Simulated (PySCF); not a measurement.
System: C4H11BO2Si (SMILES C=C(CC)[SiH2]B(O)O).

Input

```
{"job": {"kind": "nmr", "xc": "PBE0", "basis": "pcSseg-1"}, "charge": 0, "multiplicity": 1}
C      0.837834    -1.563270     1.185792
C      0.409735    -0.785181     0.200896
C      1.274964     0.234560    -0.490837
C      2.671427     0.429204     0.087597
Si    -1.382753    -0.833704    -0.421522
B     -2.311713     0.872151    -0.035329
O     -1.767183     2.010936    -0.516525
O     -3.464723     1.018727     0.680657
H      1.844324    -1.536075     1.572538
H      0.183869    -2.282821     1.650537
H      0.742200     1.190011    -0.479021
H      1.359239    -0.059772    -1.541629
H      3.196149     1.207821    -0.462381
H      2.616930     0.726692     1.132649
H      3.252215    -0.487338     0.014844
H     -2.028662    -2.005189     0.213877
H     -1.324350    -1.170906    -1.857236
H     -2.252865     2.811869    -0.304592
H     -3.866441     0.231534     1.041994
```

Run with:

```sh
OMP_NUM_THREADS=1 python probes_run.py task.json out
```

Geometry: GFN2-xTB.

Computed with PySCF 2.14.0, PBE0/pcSseg-1, SCF density, gas phase, non-relativistic.

Question: Predict the electron density and electron localisation function between the atoms.

Answer: C–C (1.33 Å): ρ is about 2.3 e/Å³ halfway; the ELF peaks at about 0.90 between the atoms; a multiple bond.
C–Si (1.90 Å): the density is about 0.91 e/Å³ at the midpoint; the ELF peaks at about 0.95 between the atoms: a shared electron pair.
C–C (1.51 Å): ρ at the midpoint is about 1.7 e/Å³; the ELF peaks at about 0.95 between the atoms, as expected for a covalent bond.

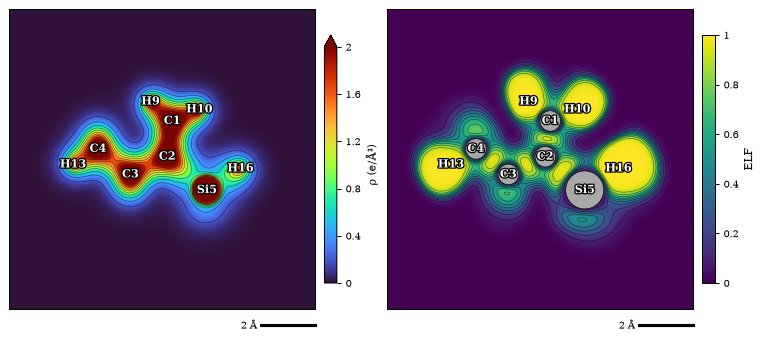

Computed electron density and electron localisation function on the plane of atoms C1, C2 and C3, in this order. Grey discs cover the atomic cores in the ELF map. 
